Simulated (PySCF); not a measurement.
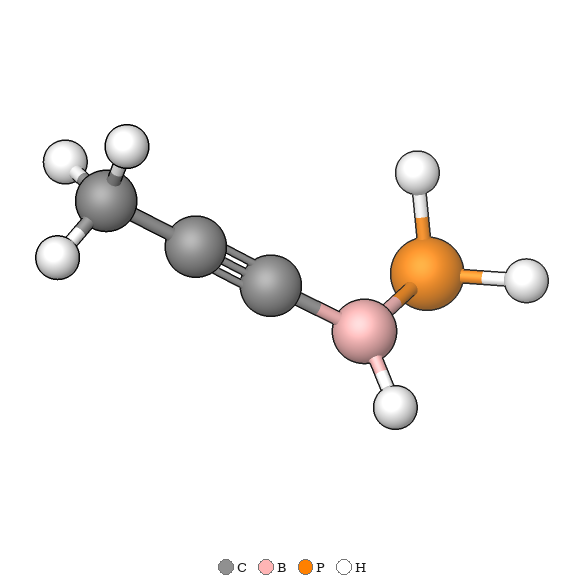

The computed structure is the end point of a GFN2-xTB optimisation. No frequency run is at hand to confirm it as a minimum. Method: PBE0/def2-SVPD, gas phase (PySCF 2.14.0). Excitations: vertical, linear response.

Q: Estimate the mean static polarisability.

A: 82.8 bohr³.

Q: Give the HOMO–LUMO gap at this level.

A: 5.11 eV.

Q: Estimate the lowest vertical singlet excitation.

A: 3.70 eV.

Q: What is the brightest of the 6 lowest singlets?

A: 4.73 eV.

The geometry is semi-empirical. Around B, P such bond lengths and angles can be off by a tenth of an ångström or more and by several degrees, and values that hang on the shape move with them.
